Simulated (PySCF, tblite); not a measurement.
**C₄H₁₁NOSi₃: geometry, infrared bands and NMR shifts**

Wanted: the infrared bands and NMR shifts of C₄H₁₁NOSi₃ (`CO[C@@H]1C[Si@H](C#N)[SiH2][SiH2]1`), by calculation.

Programs: tblite 0.8.0 and PySCF 2.14.0, with density-fitted response routines of our own. Each step states its level of theory. These are calculated values for one molecule in the gas phase, unless marked as measured. Atoms are numbered from 0 throughout.

### Step 1. The starting structure

20 atoms, charge 0, multiplicity 1; geometry from: force field or distance geometry start.

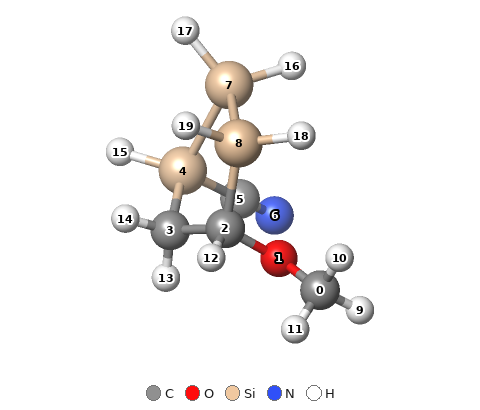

As it starts; carbon grey, oxygen red, silicon light orange, nitrogen blue, hydrogen white, atoms numbered.

### Step 2. Optimising the geometry with GFN2-xTB

Job settings and geometry (Å):

```
{"job": {"kind": "relax", "xc": "GFN2-xTB", "basis": "xTB"}, "charge": 0, "multiplicity": 1}
C     -2.597500    -0.797100    -0.657000
O     -1.188100    -0.734900    -0.639600
C     -0.653400     0.594800    -0.516700
C      0.693900     0.604800    -1.272600
Si     2.052700    -0.326000    -0.303800
C      1.935500    -2.181400    -0.473500
N      1.901900    -3.333900    -0.573100
Si     1.551300     0.228000     1.904600
Si    -0.438900     1.267500     1.275500
H     -2.909900    -1.844600    -0.721300
H     -3.034400    -0.372700     0.256200
H     -2.994200    -0.267700    -1.531200
H     -1.338400     1.287000    -1.041900
H      0.590800     0.130600    -2.253200
H      1.031700     1.637200    -1.419300
H      3.389200     0.214100    -0.682400
H      1.330400    -0.959500     2.777900
H      2.509700     1.191500     2.486200
H     -1.600100     0.926700     2.152500
H     -0.237300     2.746100     1.229700
```

Launch:

```
OMP_NUM_THREADS=1 python probes_run.py task.json out
```

One launch serves the whole session: the jobs run in the order shown.

**Question.** This job is followed by: GFN2-xTB harmonic vibrations, gas phase; GIAO PBE0/pcSseg-1 NMR shielding, non-relativistic, gas phase. Predict these results of the whole session: strongest single infrared mode (GFN2-xTB); zero-point energy (GFN2-xTB); 13C shifts against TMS (PBE0/pcSseg-1); 1H shifts against TMS (PBE0/pcSseg-1, means over atoms taken as alike); 17O shifts against H2O (PBE0/pcSseg-1); 29Si shifts against TMS (PBE0/pcSseg-1); 15N shifts against NH3 (PBE0/pcSseg-1); surface potential, least and greatest.

As calculated:

| quantity | value |
| --- | --- |
| strongest single infrared mode (GFN2-xTB) | 2166 cm⁻¹, 385 km/mol |
| zero-point energy (GFN2-xTB) | 84.8 kcal/mol |
| 13C shifts against TMS (PBE0/pcSseg-1) | 127.3, 74.9, 59.5, 19.1 ppm |
| 1H shifts against TMS (PBE0/pcSseg-1, means over atoms taken as alike) | 4.58, 4.10, 3.99, 3.90, 3.83, 3.63, 3.41, 2.61, 0.61 ppm |
| 17O shifts against H2O (PBE0/pcSseg-1) | 43.4 ppm |
| 29Si shifts against TMS (PBE0/pcSseg-1) | -62.9, -64.1, -116.6 ppm |
| 15N shifts against NH3 (PBE0/pcSseg-1) | 361.6 ppm |
| surface potential, least and greatest | -1.77 V and 1.43 V |

In words: The optimisation took 179 steps and gained 0.451 eV; among the close pairs (by a distance rule), Si8–H18 changed most, from 1.495 to 1.463 Å. All 54 modes are real, so the xTB geometry is a minimum. The strongest single mode, at 2166 cm⁻¹, moves mainly H19. Unscaled tight-binding wavenumbers are off by several per cent, some by more. Its intensities can rank the bands wrongly. At PBE0/pcSseg-1: Shielding is most anisotropic at N6 (span 581 ppm, paramagnetic term -433 ppm). By nearest atom (PBE0/pcSseg-1), the HOMO sits on O1 46 %; C2 12 % and the LUMO on Si4 17 %; Si7, Si8 about 12 % each.
